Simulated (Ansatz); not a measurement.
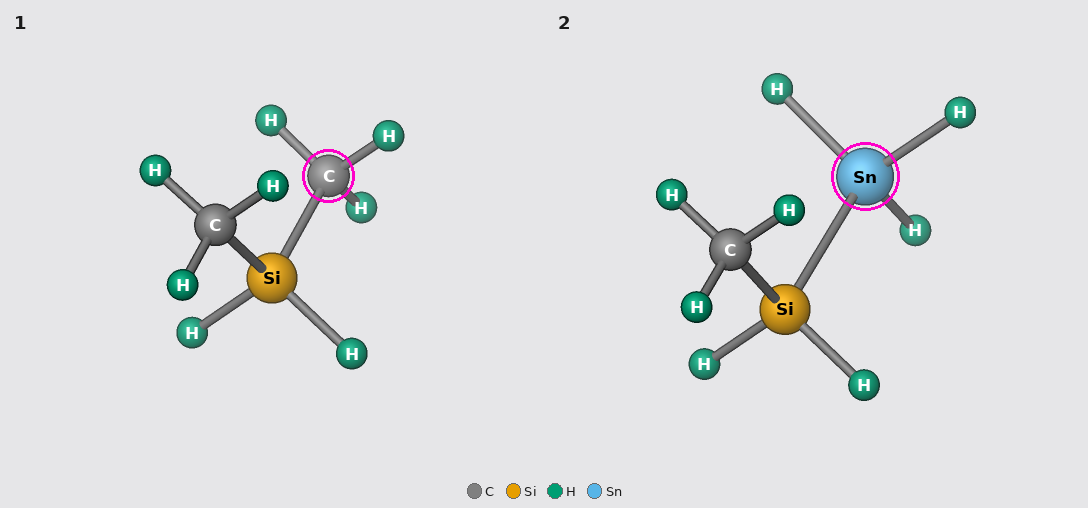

2 molecules with one skeleton, seen from the same side and at one scale; the atom that differs is circled. Charge 0, singlet. Computed geometries: PBE0-D4/def2-TZVP optimisations, one conformation each. Properties computed with Ansatz 0.2.0. Elements past Kr carry core potentials.

One atom differs, called X below: C in panel 1, Sn in panel 2. Their formulas are C2H8Si (`C[SiH2]C`), CH8SiSn (`C[SiH2][SnH3]`).

In which is the mean length of X–H larger (PBE0-D4/def2-TZVP)?

Answer. In panel 2 (X = Sn).

In which is the dipole moment larger (PBE-D4/def2-TZVPP)?

Answer. In panel 2 (X = Sn).

Give the values. With PBE0-D4/def2-TZVP: mean length of X–H (Å), length of X–Si (Å), mean angle Si–X–H (°). With PBE-D4/def2-TZVPP: dipole moment (D), HOMO energy (Kohn–Sham orbital) (eV), HOMO–LUMO gap (eV).

```tsv
quantity	1 (C)	2 (Sn)	2 − 1
mean length of X–H (Å)	1.093	1.710	+0.617
length of X–Si (Å)	1.872	2.563	+0.691
mean angle Si–X–H (°)	110.9	111.3	+0.4
dipole moment (D)	0.83	1.25	+0.42
HOMO energy (Kohn–Sham orbital) (eV)	−7.50	−6.64	+0.86
HOMO–LUMO gap (eV)	7.79	5.86	−1.93
```
